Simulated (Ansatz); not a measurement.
# BNHS+ (quintet): from Hartree-Fock to the top rungs, cc-pVDZ

Aim: climb from Hartree-Fock through coupled cluster for BNHS+ (quintet) at one geometry and basis, and see what each rung misses.

Program: Ansatz 0.2.0, Gaussian basis. Level of theory: cc-pVDZ, core rule «outside noble gas», up to 7 orbitals frozen. These are calculated values, not measurements.

Plan: UHF; CCSD(T) on ROHF; CCSD(T) on UHF; BCCD(T) on ROHF; CISD as a restricted active space (open shells left free, so some higher excitations enter); CCSDT(Q) on ROHF; CCSDT(Q) on UHF.

32 further runs of the same task are left out: 6 for a known fault of the program, 14 that didn't finish, 12 set aside as unsound or not needed. Runs told in other sessions of the task aren't counted.

### 1 The geometry

The geometry is a PBE0/def2-TZVP stationary point (not a proven minimum) of the parent state, kept for this charge and spin.

4 atoms, charge 1, spin multiplicity 5.

Atoms are counted from 1 here; the program's logs count them from 0.

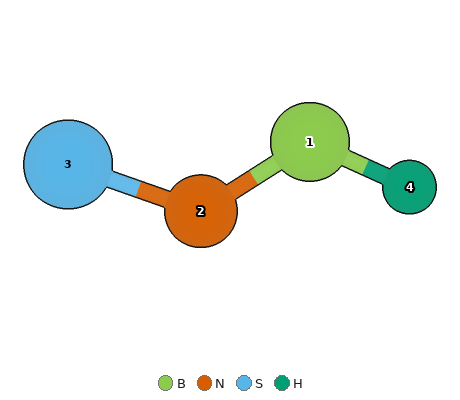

The geometry (boron green, nitrogen orange, sulfur blue, hydrogen teal); atoms are numbered from 1 in the order of the file.

In the tables R marks a restricted open-shell determinant and U an unrestricted one; energies count from the table's Hartree-Fock row.

### 2 UHF

Contents of in.yaml:

```yaml
crystal:
  periodic: [false, false, false]
  atoms:
    - {symbol: B, position_ang: [0.000000, -0.350038, 1.730287]}
    - {symbol: N, position_ang: [0.000000, 0.423569, 0.546386]}
    - {symbol: S, position_ang: [0.000000, -0.071192, -0.910810]}
    - {symbol: H, position_ang: [0.000000, 0.133189, 2.823497]}
basis:
  gaussian: {orbitals: cc-pVDZ}
total_charge: 1
magnetization: {spin_polarized: true, initial_magnetization: 4}
hamiltonian: {xc: hf}
output: {orbitals: {seedname: orbitals}}
```

Launch:

```sh
ansatz run in.yaml --threads 1 --pin off --events-out ev --progress --plain --max-ram 2393MiB
```

Standard output:

```text
Functional definition: HF
  name "HF"
  cite "Fock, Z. Phys. 61, 126 (1930) doi:10.1007/BF01340294"
  parent pbe
  exchange = exact_x
  correlation = 0
505 factors; integrals over basis functions are off by at most 9.9e-4 eV
mean field evaluation 1: about -12967.0391 eV, gradient 2.8e1 eV
mean field evaluation 2: about -12967.1955 eV, gradient 2.8e1 eV
mean field evaluation 4: about -12971.5874 eV, gradient 4.0e0 eV
mean field evaluation 8: about -12973.1779 eV, gradient 1.3e0 eV
mean field evaluation 16: about -12973.2440 eV, gradient 4.0e-3 eV
mean field evaluation 32: about -12973.1998 eV, gradient 1.5e-1 eV
mean field evaluation 64: about -12971.3991 eV, gradient 1.3e0 eV
mean field evaluation 96: about -12972.5013 eV, gradient 4.3e0 eV
mean field evaluation 128: about -12973.0657 eV, gradient 1.1e0 eV
mean field evaluation 160: about -12961.0767 eV, gradient 1.4e1 eV
mean field -12973.24396697 eV, -476.7579222057 hartree, gradient 7.9e-6 eV, S^2 6.029400; 4 other end points of the search recorded, 0 dependent functions left out
reference -12973.24396697 eV, -476.7579222057 hartree; 16, 12 occupied and 35, 39 virtual orbitals, 505 factors
Total energy: -12973.24396697 eV, -476.7579222057 hartree
```

It took 2.3 s on 1 thread of AMD EPYC 7B13, shared host.

From the report: ⟨S²⟩ of the determinant 6.029 (pure quintet: 6.00).

### 3 CCSD(T) on ROHF

Edit in.yaml of step 2 so:

```diff
@@ -10,4 +10,3 @@
 total_charge: 1
-magnetization: {spin_polarized: true, initial_magnetization: 4}
-hamiltonian: {xc: hf}
-output: {orbitals: {seedname: orbitals}}
+magnetization: {spin_polarized: false, initial_magnetization: 4}
+correlation: {method: ccsd_t, electrons: outside_noble_gas}
```

Same command.

Standard output, shortened:

```text
Functional definition: HF
  name "HF"
  cite "Fock, Z. Phys. 61, 126 (1930) doi:10.1007/BF01340294"
  parent pbe
[...]
505 factors; integrals over basis functions are off by at most 9.9e-4 eV
[...]
mean field -12972.93815598 eV, -476.7466838591 hartree, gradient 7.1e-6 eV, S^2 6.000000; 10 other end points of the search recorded, 0 dependent functions left out
[...]
determinant -12972.93815598 eV, -476.7466838591 hartree, with singles and doubles -12981.44430017 eV, -477.0592788922 hartree
determinant -12972.77032818 eV, -476.7405163012 hartree, with singles and doubles -12981.22329788 eV, -477.0511572080 hartree
determinant -12970.38612008 eV, -476.6528982695 hartree, with singles and doubles -12979.10872889 eV, -476.9734482309 hartree
determinant -12969.98294190 eV, -476.6380817445 hartree, with singles and doubles -12978.77456777 eV, -476.9611680361 hartree
determinant -12972.93815598 eV, -476.7466838591 hartree, with singles and doubles -12981.46808555 eV, -477.0601529889 hartree
determinant -12972.77032818 eV, -476.7405163012 hartree, with singles and doubles -12981.22326126 eV, -477.0511558621 hartree
[...]
7 core orbitals not correlated: weight in the atoms' cores, before any rotation towards them, 1.000 or more for the frozen orbitals, at most 0.000 for the correlated occupied ones
reference -12972.93815598 eV, -476.7466838591 hartree; 9, 5 occupied and 35, 39 virtual orbitals, 505 factors
second order -7.31900817 eV of doubles, -0.18105866 eV of singles
cycle   1  -8.52992206 eV  change    7.5e-6 eV  update   3.4e-6
perturbative correction -0.26543555 eV, -0.0097545765 hartree
Total energy: -12981.73351359 eV, -477.0699072896 hartree
```

Wall time 14 s (1 thread of AMD EPYC 7B13, shared host).

From the report: correlation -8.7954 eV; T1 0.043; largest double amplitude 0.04.

### 4 CCSD(T) on UHF

Edit in.yaml of step 3 so:

```diff
@@ -10,3 +10,3 @@
 total_charge: 1
-magnetization: {spin_polarized: false, initial_magnetization: 4}
+magnetization: {spin_polarized: true, initial_magnetization: 4}
 correlation: {method: ccsd_t, electrons: outside_noble_gas}
```

Launched as before.

Standard output, shortened:

```text
Functional definition: HF
  name "HF"
  cite "Fock, Z. Phys. 61, 126 (1930) doi:10.1007/BF01340294"
  parent pbe
[...]
505 factors; integrals over basis functions are off by at most 9.9e-4 eV
[...]
mean field -12973.24396697 eV, -476.7579222057 hartree, gradient 2.5e-6 eV, S^2 6.029399; 11 other end points of the search recorded, 0 dependent functions left out
determinant -12973.24396697 eV, -476.7579222057 hartree, with singles and doubles -12981.44682776 eV, -477.0593717794 hartree
determinant -12973.12707773 eV, -476.7536266053 hartree, with singles and doubles -12981.23190868 eV, -477.0514736490 hartree
determinant -12970.88014281 eV, -476.6710532699 hartree, with singles and doubles -12979.11758197 eV, -476.9737735754 hartree
determinant -12970.49890906 eV, -476.6570431880 hartree, with singles and doubles -12978.78534925 eV, -476.9615642484 hartree
determinant -12973.24396697 eV, -476.7579222057 hartree, with singles and doubles -12981.47436155 eV, -477.0603836277 hartree
determinant -12973.12707773 eV, -476.7536266053 hartree, with singles and doubles -12981.23218036 eV, -477.0514836331 hartree
7 core orbitals not correlated: weight in the atoms' cores, before any rotation towards them, 1.000 or more for the frozen orbitals, at most 0.000 for the correlated occupied ones
reference -12973.24396697 eV, -476.7579222057 hartree; 9, 5 occupied and 35, 39 virtual orbitals, 505 factors
second order -7.09386166 eV of doubles, -0.00000000 eV of singles
cycle   1  -8.23038792 eV  change    6.7e-6 eV  update   5.7e-6
perturbative correction -0.25571114 eV, -0.0093972110 hartree
Total energy: -12981.73006603 eV, -477.0697805940 hartree
```

Run time: 10 s. Hardware: 1 thread of AMD EPYC 7B13, shared host.

From the report: ⟨S²⟩ of the determinant 6.029 (pure quintet: 6.00); correlation -8.4861 eV; T1 0.043; largest double amplitude 0.04.

### 5 BCCD(T) on ROHF

Edit in.yaml of step 4 so:

```diff
@@ -10,3 +10,3 @@
 total_charge: 1
-magnetization: {spin_polarized: true, initial_magnetization: 4}
-correlation: {method: ccsd_t, electrons: outside_noble_gas}
+magnetization: {spin_polarized: false, initial_magnetization: 4}
+correlation: {method: bccd_t, electrons: outside_noble_gas}
```

Launched as before.

Standard output, shortened:

```text
Functional definition: HF
  name "HF"
  cite "Fock, Z. Phys. 61, 126 (1930) doi:10.1007/BF01340294"
  parent pbe
[...]
505 factors; integrals over basis functions are off by at most 9.9e-4 eV
[...]
mean field -12972.93815598 eV, -476.7466838591 hartree, gradient 7.1e-6 eV, S^2 6.000000; 10 other end points of the search recorded, 0 dependent functions left out
[...]
determinant -12972.93815598 eV, -476.7466838591 hartree, with singles and doubles -12981.44430017 eV, -477.0592788922 hartree
determinant -12972.77032818 eV, -476.7405163012 hartree, with singles and doubles -12981.22329788 eV, -477.0511572080 hartree
determinant -12970.38612008 eV, -476.6528982695 hartree, with singles and doubles -12979.10872889 eV, -476.9734482309 hartree
determinant -12969.98294190 eV, -476.6380817445 hartree, with singles and doubles -12978.77456777 eV, -476.9611680361 hartree
determinant -12972.93815598 eV, -476.7466838591 hartree, with singles and doubles -12981.46808555 eV, -477.0601529889 hartree
determinant -12972.77032818 eV, -476.7405163012 hartree, with singles and doubles -12981.22326126 eV, -477.0511558621 hartree
[...]
7 core orbitals not correlated: weight in the atoms' cores, before any rotation towards them, 1.000 or more for the frozen orbitals, at most 0.000 for the correlated occupied ones
reference -12972.93815598 eV, -476.7466838591 hartree; 9, 5 occupied and 35, 39 virtual orbitals, 505 factors
second order -7.31900817 eV of doubles, -0.18105866 eV of singles
cycle   1  -8.51110817 eV  change    1.9e-2 eV  update   1.6e-2
[...]
cycle  13  -8.50498323 eV  change   -2.6e-6 eV  update   1.1e-5
perturbative correction -0.29793304 eV, -0.0109488372 hartree
Total energy: -12981.74107225 eV, -477.0701850651 hartree
```

It took 11 s on 1 thread of AMD EPYC 7B13, shared host.

From the report: correlation -8.8029 eV; largest double amplitude 0.04.

### 6 CISD as a restricted active space (open shells left free, so some higher excitations enter)

Edit in.yaml of step 5 so:

```diff
@@ -11,2 +11,2 @@
 magnetization: {spin_polarized: false, initial_magnetization: 4}
-correlation: {method: bccd_t, electrons: outside_noble_gas}
+correlation: {active_space: {ras: {orbitals: [5, 4, 35], electrons: 14, max_holes: 2, max_particles: 2}, fixed_orbitals: true}}
```

Launched as before.

Standard output:

```text
Functional definition: HF
  name "HF"
  cite "Fock, Z. Phys. 61, 126 (1930) doi:10.1007/BF01340294"
  parent pbe
  exchange = exact_x
  correlation = 0
505 factors; integrals over basis functions are off by at most 9.9e-4 eV
mean field evaluation 1: about -12966.8864 eV, gradient 3.4e1 eV
mean field evaluation 2: about -12967.0332 eV, gradient 3.4e1 eV
mean field evaluation 4: about -12971.2590 eV, gradient 4.9e0 eV
mean field evaluation 8: about -12972.9126 eV, gradient 9.5e-1 eV
mean field evaluation 16: about -12972.9382 eV, gradient 3.4e-4 eV
mean field evaluation 32: about -12972.9279 eV, gradient 1.1e0 eV
mean field evaluation 64: about -12972.8824 eV, gradient 2.9e-1 eV
mean field evaluation 96: about -12970.7500 eV, gradient 2.2e1 eV
mean field -12972.93815598 eV, -476.7466838591 hartree, gradient 7.1e-6 eV, S^2 6.000000; 8 other end points of the search recorded, 0 dependent functions left out
reference -12972.93815598 eV, -476.7466838591 hartree; 16, 12 occupied and 35, 39 virtual orbitals, 505 factors
state -12980.74489082 eV, -477.0335760728 hartree
Total energy: -12980.74489082 eV, -477.0335760728 hartree
```

Wall time 25 s (1 thread of AMD EPYC 7B13, shared host).

From the report: 413,144 determinants.

### 7 CCSDT(Q) on ROHF

Edit in.yaml of step 6 so:

```diff
@@ -11,2 +11,2 @@
 magnetization: {spin_polarized: false, initial_magnetization: 4}
-correlation: {active_space: {ras: {orbitals: [5, 4, 35], electrons: 14, max_holes: 2, max_particles: 2}, fixed_orbitals: true}}
+correlation: {method: ccsdt_q, electrons: outside_noble_gas}
```

The command is unchanged.

Standard output, shortened:

```text
Functional definition: HF
  name "HF"
  cite "Fock, Z. Phys. 61, 126 (1930) doi:10.1007/BF01340294"
  parent pbe
[...]
979 factors; integrals over basis functions are off by at most 2.0e-7 eV
[...]
mean field -12972.93826103 eV, -476.7466877194 hartree, gradient 6.0e-6 eV, S^2 6.000000; 10 other end points of the search recorded, 0 dependent functions left out
[...]
determinant -12972.93826103 eV, -476.7466877194 hartree, with singles and doubles -12981.44439912 eV, -477.0592825284 hartree
determinant -12972.77043373 eV, -476.7405201798 hartree, with singles and doubles -12981.22339700 eV, -477.0511608504 hartree
determinant -12970.38623684 eV, -476.6529025601 hartree, with singles and doubles -12979.10883744 eV, -476.9734522201 hartree
determinant -12969.98305787 eV, -476.6380860066 hartree, with singles and doubles -12978.77467596 eV, -476.9611720119 hartree
determinant -12972.93826103 eV, -476.7466877194 hartree, with singles and doubles -12981.46818379 eV, -477.0601565990 hartree
determinant -12972.77043373 eV, -476.7405201798 hartree, with singles and doubles -12981.22336035 eV, -477.0511595038 hartree
[...]
7 core orbitals not correlated: weight in the atoms' cores, before any rotation towards them, 1.000 or more for the frozen orbitals, at most 0.000 for the correlated occupied ones
reference -12972.93826103 eV, -476.7466877194 hartree; 9, 5 occupied and 35, 39 virtual orbitals, 979 factors
second order -7.31901602 eV of doubles, -0.18105946 eV of singles
cycle   1  -8.13684407 eV  change   -6.3e-1 eV  update   8.6e-2
[...]
cycle  26  -8.85290625 eV  change   -1.1e-6 eV  update   1.4e-6
perturbative correction -0.02303093 eV, -0.0008463710 hartree
Total energy: -12981.81419820 eV, -477.0728723943 hartree
```

Run time: 79 s. Hardware: 1 thread of AMD EPYC 7B13, shared host; peak memory 0.87 GiB.

From the report: correlation -8.8759 eV; T1 0.056; largest double amplitude 0.08.

### 8 CCSDT(Q) on UHF

Edit in.yaml of step 7 so:

```diff
@@ -10,3 +10,3 @@
 total_charge: 1
-magnetization: {spin_polarized: false, initial_magnetization: 4}
+magnetization: {spin_polarized: true, initial_magnetization: 4}
 correlation: {method: ccsdt_q, electrons: outside_noble_gas}
```

The command is unchanged.

Standard output, shortened:

```text
Functional definition: HF
  name "HF"
  cite "Fock, Z. Phys. 61, 126 (1930) doi:10.1007/BF01340294"
  parent pbe
[...]
979 factors; integrals over basis functions are off by at most 2.0e-7 eV
[...]
mean field -12973.24407374 eV, -476.7579261294 hartree, gradient 2.0e-6 eV, S^2 6.029400; 10 other end points of the search recorded, 0 dependent functions left out
determinant -12973.24407374 eV, -476.7579261294 hartree, with singles and doubles -12981.44692623 eV, -477.0593753981 hartree
determinant -12973.12718484 eV, -476.7536305414 hartree, with singles and doubles -12981.23200795 eV, -477.0514772971 hartree
determinant -12970.88026025 eV, -476.6710575859 hartree, with singles and doubles -12979.11768956 eV, -476.9737775295 hartree
determinant -12970.49902558 eV, -476.6570474702 hartree, with singles and doubles -12978.78545684 eV, -476.9615682021 hartree
determinant -12973.24407374 eV, -476.7579261294 hartree, with singles and doubles -12981.47446008 eV, -477.0603872485 hartree
determinant -12973.12718484 eV, -476.7536305414 hartree, with singles and doubles -12981.23227936 eV, -477.0514872712 hartree
7 core orbitals not correlated: weight in the atoms' cores, before any rotation towards them, 1.000 or more for the frozen orbitals, at most 0.000 for the correlated occupied ones
reference -12973.24407374 eV, -476.7579261294 hartree; 9, 5 occupied and 35, 39 virtual orbitals, 979 factors
second order -7.09386909 eV of doubles, -0.00000000 eV of singles
cycle   1  -7.79160094 eV  change   -7.0e-1 eV  update   8.7e-2
[...]
cycle  27  -8.54789362 eV  change    3.1e-7 eV  update   1.3e-6
perturbative correction -0.02604050 eV, -0.0009569709 hartree
Total energy: -12981.81800787 eV, -477.0730123970 hartree
```

Wall time 69 s (1 thread of AMD EPYC 7B13, shared host); peak memory 0.65 GiB.

From the report: ⟨S²⟩ of the determinant 6.029 (pure quintet: 6.00); correlation -8.5739 eV; T1 0.058; largest double amplitude 0.08.

### 9 The ladder

The yardstick is RCCSDT(Q), where the cluster series has nearly closed. Rows without a time are mean-field rows or come out of runs for another level: lower rungs of the coupled-cluster runs, or the Hartree-Fock search.

Differences are taken before rounding.

```csv
method,energy from the lowest ROHF (meV),from RCCSDT(Q) (meV),time
ROHF,0.0,+8876.0,
UHF,-305.8,+8570.2,
RMP2,-7500.1,+1376.0,
UMP2,-7399.7,+1476.4,
CISD,-7806.7,+1069.3,25 s
RCCSD,-8529.9,+346.1,
UCCSD,-8536.2,+339.8,
RCCSD(T),-8795.4,+80.7,14 s
UCCSD(T),-8791.9,+84.1,10 s
BCCD(T),-8802.9,+73.1,11 s
RCCSDT,-8853.0,+23.0,
UCCSDT,-8853.8,+22.2,
RCCSDT(Q),-8876.0,0,79 s
UCCSDT(Q),-8879.9,-3.8,69 s
```

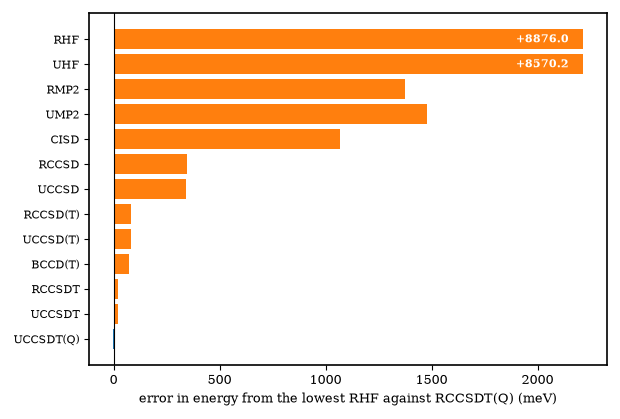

Error of each method against RCCSDT(Q). Bars with a number in them are cut short.

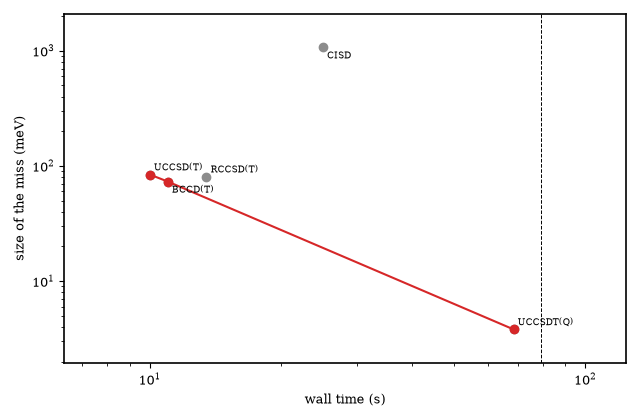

Accuracy for the time spent; red marks the levels that beat every quicker one drawn (of those quicker than the yardstick), and the dashed line is the time of RCCSDT(Q). Times are from a shared host.

### 10 Results

| quantity | value |
| --- | --- |
| RCCSDT(Q) from the ROHF energy | -8.8760 eV |
| RMP2 from RCCSDT(Q) | +1376.0 meV |
| UMP2 from RCCSDT(Q) | +1476.4 meV |
| RCCSD from RCCSDT(Q) | +346.1 meV |
| RCCSD(T) from RCCSDT(Q) | +80.7 meV |
| UCCSD(T) from RCCSDT(Q) | +84.1 meV |
| UCCSDT(Q) from RCCSDT(Q) | -3.8 meV |
| levels within 1 kcal/mol (43 meV) | RCCSDT, UCCSDT, UCCSDT(Q) |
| T1 diagnostic | 0.043 |

RCCSD(T) lands +80.7 meV from the yardstick (0.9 % of the correlation energy). These misses are within one basis, not against nature; the frozen cores of restricted and unrestricted runs differ, which can shift their rows.

With open shells the CI space here admits some higher excitations, so it is larger than plain CISD.

UCCSDT(Q) reaches 3.8 meV from the reference in 69 s, where RCCSDT(Q) took 79 s; the quickest level in the cost chart, UCCSD(T), takes 10 s and misses by 84.1 meV.
